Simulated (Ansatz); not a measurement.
# C$_{3}$H$_{7}$BS: what the fields show

Input file:

```
crystal:
  periodic: [false, false, false]
  atoms:
    - { symbol: C, position_ang: [-1.515, -0.3815, 0.5593] }
    - { symbol: B, position_ang: [-0.3751, 0.6661, 0.8575] }
    - { symbol: C, position_ang: [0.9289, 0.6553, 0.0061] }
    - { symbol: C, position_ang: [1.2515, -0.3593, -1.0654] }
    - { symbol: S, position_ang: [2.0474, 1.4971, 0.4137] }
    - { symbol: H, position_ang: [-1.9493, -0.1385, -0.478] }
    - { symbol: H, position_ang: [-1.1738, -1.3799, 0.6316] }
    - { symbol: H, position_ang: [-2.3446, -0.1607, 1.2714] }
    - { symbol: H, position_ang: [-0.4899, 1.4449, 1.8002] }
    - { symbol: H, position_ang: [2.0103, -0.0799, -1.7195] }
    - { symbol: H, position_ang: [0.251, -0.475, -1.6585] }
    - { symbol: H, position_ang: [1.4357, -1.3437, -0.5845] }
basis:
  gaussian: { orbitals: def2-SVP }
hamiltonian:
  xc: b3lyp
relax:
  f_tol: 0.02
  max_steps: 50
output:
  orbitals: {}
```

Command:

```sh
ansatz run input.yaml --threads 2 --pin off --max-ram 3072MiB --backend cpu --events-out ev --progress --plain --runs-dir out
```

The fields are those of the relaxed geometry.

Theory: RKS B3LYP/def2-SVP in Ansatz 0.2.0.

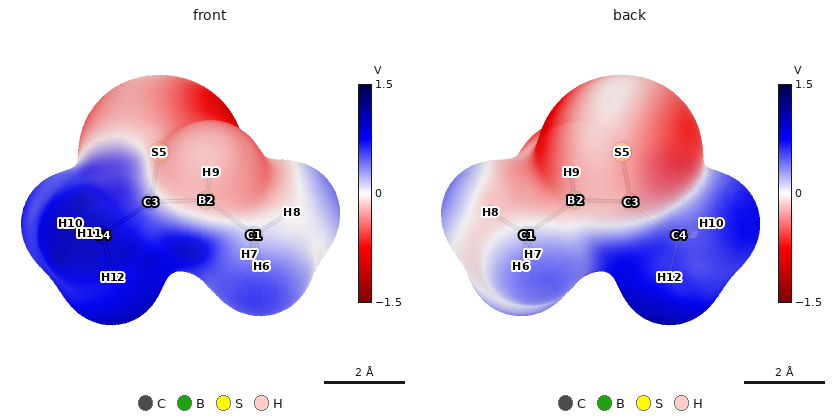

Figure 1. The molecular electrostatic potential painted on the density surface at 0.002 e/bohr³, seen from the front and from behind; red is negative and blue positive.

**Where is the surface potential most negative and most positive?**

The most negative region (about −0.9 V, or −21 kcal/mol for a unit charge) lies over S5, the most positive (about +1.0 V, or +23 kcal/mol for a unit charge) over H11 and H12.

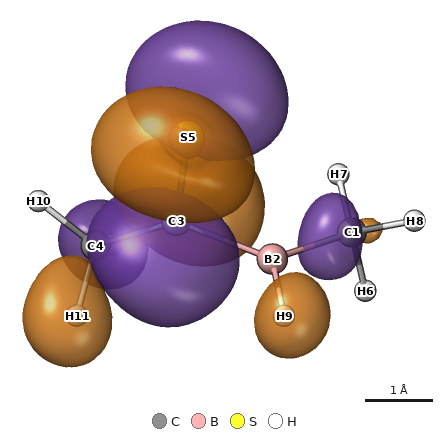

Figure 2. One frontier orbital at ±0.08 Å⁻³ᐟ² (orange and purple are the two phases), seen from one side.

**Which orbital is it: HOMO or LUMO?**

The LUMO, at −2.20 eV. By Hirshfeld shares it lies mainly on C3 (about 40 %), S5 (about 40 %) and C4 (about 5 %); π-antibonding (π*) across C3–S5.

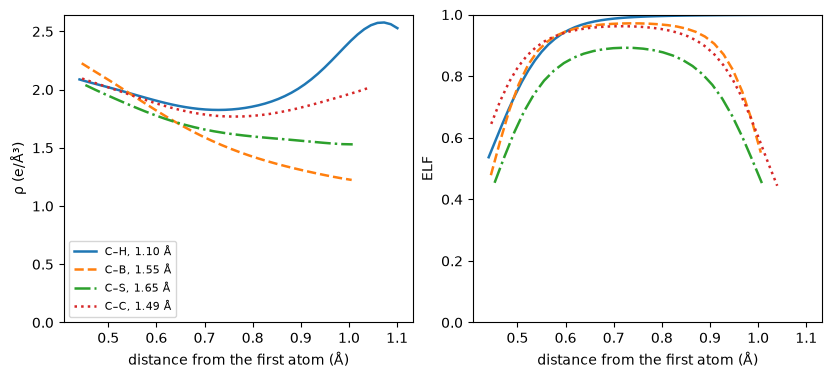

Figure 3. Electron density and electron localisation function along straight lines between neighbouring atoms. The curves leave out the atomic cores.

**What can be read from the curves?**

C–H (1.10 Å): ρ is about 2 e/Å³ halfway; the ELF climbs to about 1 towards the hydrogen, as it does in any bond to H; a covalent bond by its length.
C–B (1.55 Å): ρ is about 1.5 e/Å³ halfway; the ELF peaks at about 1 between the atoms (localised, covalent bonding).
C–S (1.65 Å): ρ is about 1.6 e/Å³ halfway; the ELF peaks at about 0.90 between the atoms: localised, covalent bonding.
C–C (1.49 Å): ρ is about 1.8 e/Å³ halfway; the ELF peaks at about 0.95 between the atoms: a covalent bond.
